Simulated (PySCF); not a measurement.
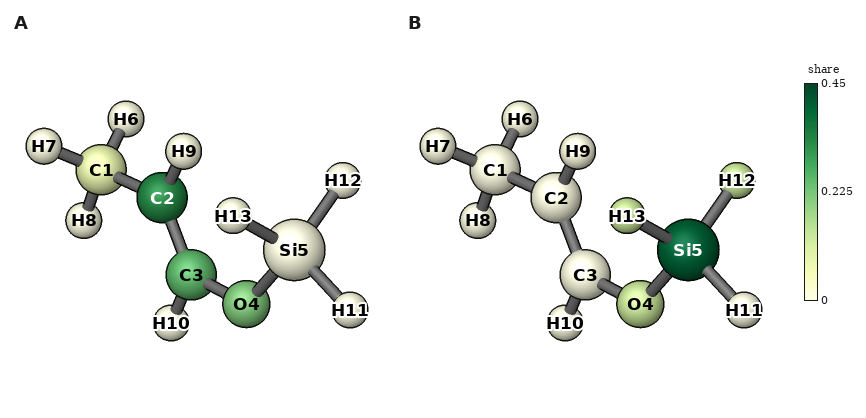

Each panel colours the atoms by their Löwdin share in one orbital (up to four of the largest shares; other atoms are shown as zero). Computed geometry: PBE0-D3(BJ)/def2-SVP optimisation. No frequency run is at hand to confirm it as a minimum. Computed with B3LYP/def2-SVPD (PySCF 2.14.0).

### The panels show the HOMO, LUMO, in some order. Which is which?

A: HOMO, −6.40 eV; C2 0.33, C3 0.25, O4 0.21, C1 0.08
B: LUMO, 0.02 eV; Si5 0.40, O4 0.13, H12 0.13, H13 0.13
